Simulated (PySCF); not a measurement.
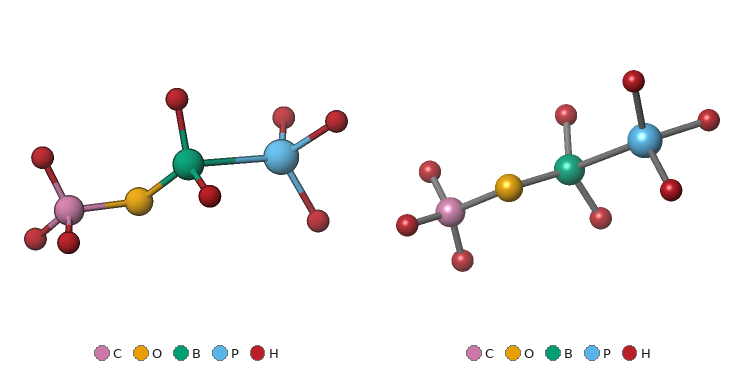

Two views of one molecule.

What does the picture show?

It has 12 atoms: 1 carbon, 8 hydrogen, 1 boron, 1 oxygen and 1 phosphorus (CH8BOP). SMILES: `CO[BH2-][PH3+]`. It has no ring. Among its groups: B–H bond. Coordination: 1 C tetrahedral; 1 O bent; 1 B tetrahedral; 1 P tetrahedral.

The parts below concern this one geometry. Atoms keep their numbers from picture to picture. The geometry was computed by an optimisation with PBE0-D3(BJ)/def2-SVP. No frequency run is at hand to confirm it as a minimum.

Geometry

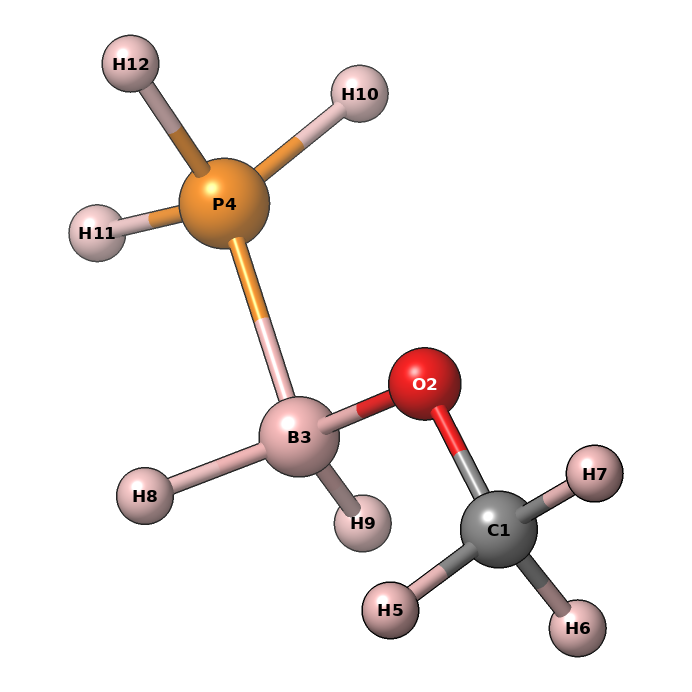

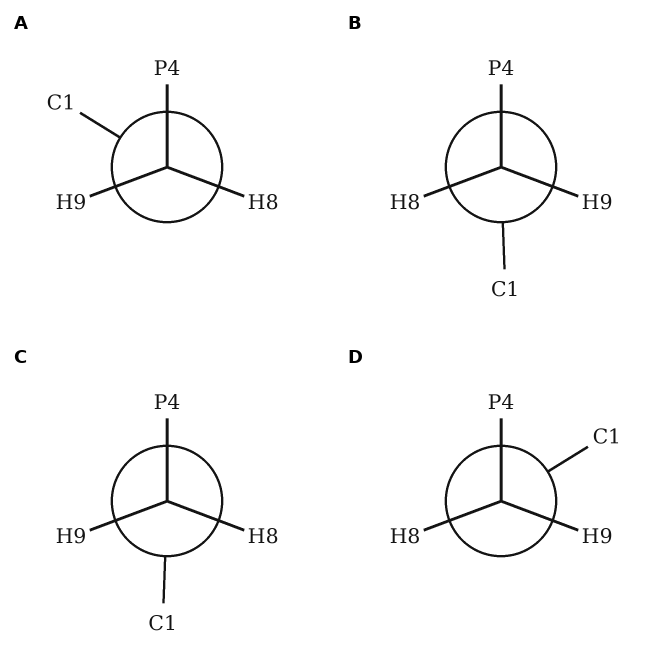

Depth is shown by fading: the farther an atom, the more it takes the colour of the background. Bonds that would overlap in a projection are set slightly apart. No frequency run is at hand to confirm it as a minimum.

**Which Newman projection shows the view along B3–O2, with B3 in front?**

C. The torsion angle P4–B3–O2–C1 is −178°, antiperiplanar (anti).

Excitation

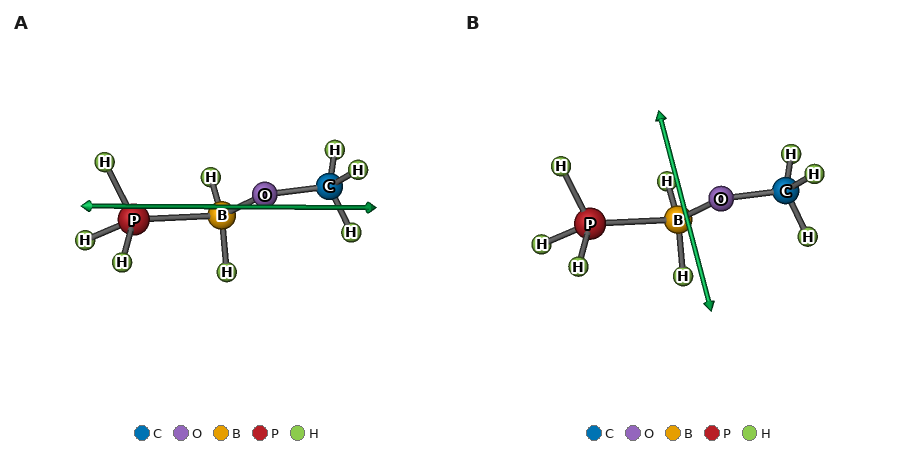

The double arrows show the directions of two transition dipoles from the ground state (lengths mean nothing). No frequency run is at hand to confirm it as a minimum. Properties computed with TDDFT B3LYP/def2-SVPD, vertical, gas phase, core orbitals frozen in the response (PySCF 2.14.0).

**One belongs to singlet state 3 and one to singlet state 4. Which is which?**

A: state 3, 5.77 eV (215 nm), oscillator strength 0.028, mainly HOMO → LUMO+2 (weight 0.98).
B: state 4, 6.03 eV (206 nm), oscillator strength 0.020, mainly HOMO → LUMO+3 (weight 0.99).

Polarisability

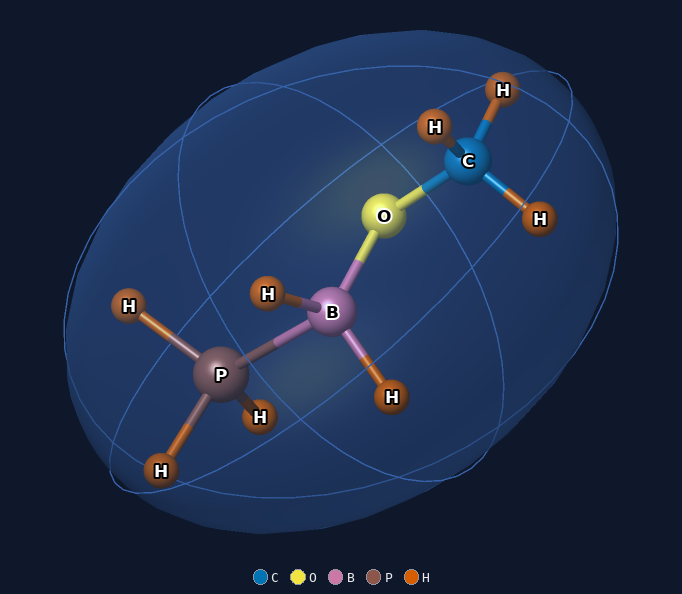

The ellipsoid shows the static dipole polarisability: its half-axes are proportional to the principal values. No frequency run is at hand to confirm it as a minimum. Level of theory: B3LYP/def2-SVPD (PySCF 2.14.0).

**How large and how anisotropic is the polarisability?**

Principal values 56.8, 58.2, 82.2 bohr³; mean 65.7 bohr³ (9.74 Å³); anisotropy 24.7 bohr³, so the longest axis is 1.45 times the shortest.

Quadrupole coupling

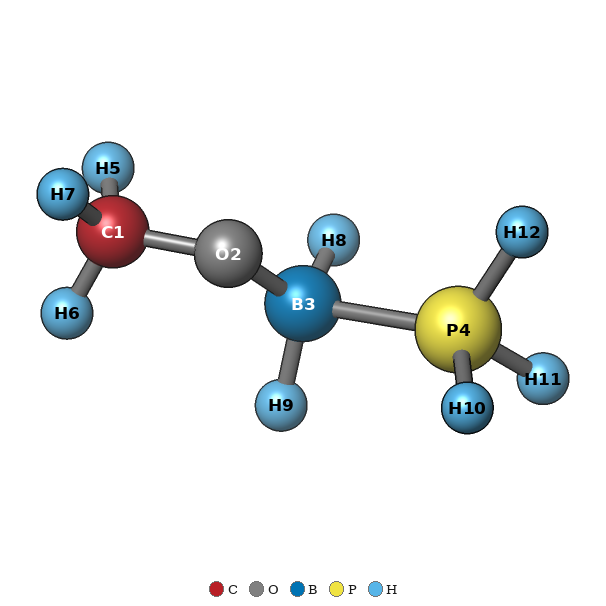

No frequency run is at hand to confirm it as a minimum. Electric field gradients from the ground-state density, PBE0/pcSseg-1 in chloroform (IEF-PCM) (PySCF 2.14.0), non-relativistic apart from any core potentials.

Give the largest field-gradient component, the quadrupole coupling constant and the asymmetry for 17O at O2 (Q = −25.6 mb), 11B at B3 (Q = 40.59 mb).

```json
{"atom": "O2", "V_zz (a.u.)": "1.813", "e²qQ/h (MHz)": "−10.91", "η": "0.67"}
{"atom": "B3", "V_zz (a.u.)": "0.201", "e²qQ/h (MHz)": "1.91", "η": "0.42"}
```
